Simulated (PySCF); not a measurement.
## Run report: C$_{3}$H$_{7}$FOSi, NMR shielding calculation

The run: NMR shielding calculation of C$_{3}$H$_{7}$FOSi, SMILES F[C@@H]1C[C@H]1O[SiH3]. Method and program: GIAO PBE0/pcSseg-1 NMR shielding, non-relativistic, gas phase (PySCF 2.14.0).

The geometry comes from this level: GFN2-xTB, MD frame at 250 fs, 200 K. It belongs to a series of runs on one base structure; here: MD frame at 250 fs, 200 K. Figures and captions count atoms from 1; the log counts them from 0 in places.

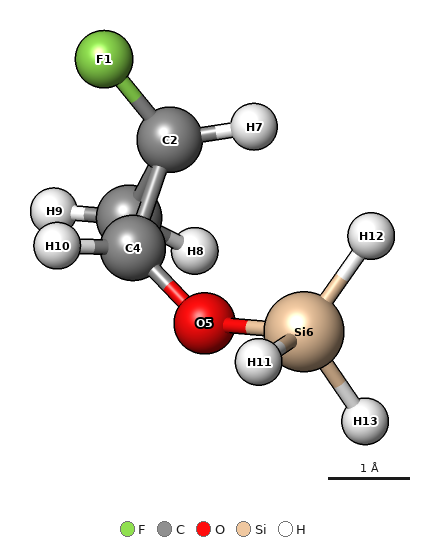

*The structure (ball-and-stick view, seen at a tilt; atoms are numbered from 1 in the order of the input).*

Bond lengths as drawn: C–C 1.47 to 1.50 Å, C–F 1.35 Å, C–H 1.05 to 1.15 Å, C–O 1.37 Å, H–Si 1.45 to 1.59 Å and O–Si 1.61 Å.

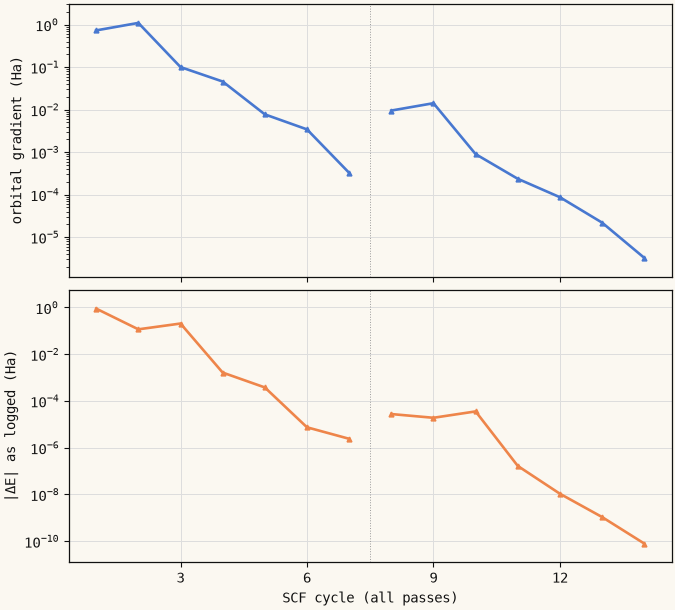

*Convergence of the self-consistent field: orbital gradient and size of the energy change against the SCF cycle. The dotted line marks the change from a coarse to the final integration grid.*

The first 7 cycles use a coarse grid, the final grid takes over at cycle 8, and the field converges after 14 cycles in all.

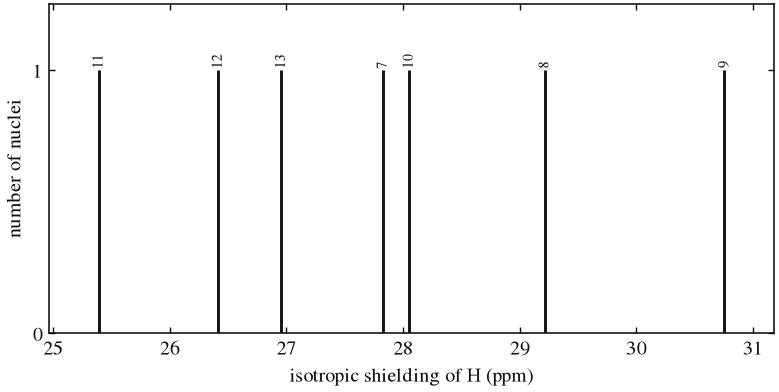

*Isotropic shieldings of the hydrogen nuclei in this fixed geometry, labelled by atom number; shielding grows to the right, so chemical shift grows to the left.*

The least shielded is H11 (25.4 ppm), the most shielded H9 (30.8 ppm).

The input that produced these results follows, with the program's output.

**Input**
```
{"job": {"kind": "nmr", "xc": "PBE0", "basis": "pcSseg-1", "pop": false}, "charge": 0, "multiplicity": 1}
F     -1.835900     1.822600     0.006100
C     -1.141900     0.787200    -0.503600
C     -1.681300    -0.561500    -0.284000
C     -0.525400    -0.102100     0.540200
O      0.712500    -0.660800     0.351100
Si     2.192200    -0.193400    -0.079500
H     -0.525200     0.970100    -1.355300
H     -1.468400    -1.278500    -1.158400
H     -2.588200    -0.740600     0.206900
H     -0.745900     0.209700     1.561700
H      2.975300     0.261400     1.231200
H      2.321300     0.928000    -1.030700
H      2.790500    -1.413200    -0.592700
```

The first line tells a small driver script what to run in PySCF; the rest is the geometry in Å.

Launch command:
```bash
OMP_NUM_THREADS=1 python <driver script> task.json out
```

**What the program printed**
```
coarse grid: 11400 points
cycle   1  E = -582.4246541305  dE =  8.948e-01  |g| = 7.312e-01  |ddm| = 3.182e+00
cycle   2  E = -582.3083133891  dE =  1.163e-01  |g| = 1.097e+00  |ddm| = 1.309e+00
cycle   3  E = -582.5139899686  dE = -2.057e-01  |g| = 1.003e-01  |ddm| = 8.990e-01
cycle   4  E = -582.5156280037  dE = -1.638e-03  |g| = 4.586e-02  |ddm| = 1.146e-01
cycle   5  E = -582.5160065613  dE = -3.786e-04  |g| = 7.739e-03  |ddm| = 3.801e-02
cycle   6  E = -582.5160140109  dE = -7.450e-06  |g| = 3.430e-03  |ddm| = 7.357e-03
cycle   7  E = -582.5160164101  dE = -2.399e-06  |g| = 3.258e-04  |ddm| = 2.624e-03
final grid: 105968 points
cycle   8  E = -582.5680978414  dE = -2.747e-05  |g| = 9.511e-03  |ddm| = 2.272e-02
cycle   9  E = -582.5680788190  dE =  1.902e-05  |g| = 1.417e-02  |ddm| = 1.517e-02
cycle  10  E = -582.5681144727  dE = -3.565e-05  |g| = 8.981e-04  |ddm| = 9.252e-03
cycle  11  E = -582.5681146380  dE = -1.653e-07  |g| = 2.359e-04  |ddm| = 9.724e-04
cycle  12  E = -582.5681146487  dE = -1.066e-08  |g| = 8.693e-05  |ddm| = 2.552e-04
cycle  13  E = -582.5681146498  dE = -1.073e-09  |g| = 2.196e-05  |ddm| = 6.879e-05
cycle  14  E = -582.5681146498  dE = -7.890e-11  |g| = 3.261e-06  |ddm| = 2.241e-05
converged SCF energy = -582.5681146498

GIAO shielding tensors (ppm)
atom      isotropic    diamagn.    paramagn.     s11        s22        s33       span
  0 F      410.365     469.792     -59.426    368.136    411.019    451.942     83.806
  1 C      116.327     250.342    -134.015     67.289     83.662    198.031    130.743
  2 C      164.132     256.770     -92.639    138.363    152.922    201.111     62.748
  3 C      132.264     243.277    -111.013     92.190    101.003    203.600    111.410
  4 O      323.184     396.598     -73.414    281.413    336.855    351.285     69.872
  5 Si     396.742     879.012    -482.270    351.619    363.277    475.330    123.710
  6 H       27.829      31.874      -4.045     23.879     27.864     31.745      7.866
  7 H       29.216      28.944       0.272     24.528     26.364     36.755     12.227
  8 H       30.754      31.100      -0.347     25.939     27.645     38.676     12.737
  9 H       28.052      29.849      -1.798     22.119     28.283     33.753     11.634
 10 H       25.394      27.077      -1.683     22.334     23.612     30.236      7.902
 11 H       26.416      29.357      -2.941     23.188     25.277     30.783      7.595
 12 H       26.958      29.082      -2.124     23.186     25.040     32.648      9.462
```

**Summary**

| quantity | value |
| --- | --- |
| outcome | converged |
| total energy | −582.568115 hartree |
| HOMO | −7.59 eV |
| LUMO | 0.48 eV |
| dipole moment | 1.07 D |
| isotropic shielding, F | 410.4 ppm |
| isotropic shielding, C | 116.3 to 164.1 ppm |
| isotropic shielding, O | 323.2 ppm |
| isotropic shielding, Si | 396.7 ppm |
| isotropic shielding, H | 25.4 to 30.8 ppm |
| hardware | 1 CPU thread, shared host |
| wall time | 29 s |
| peak memory | 0.71 GiB |
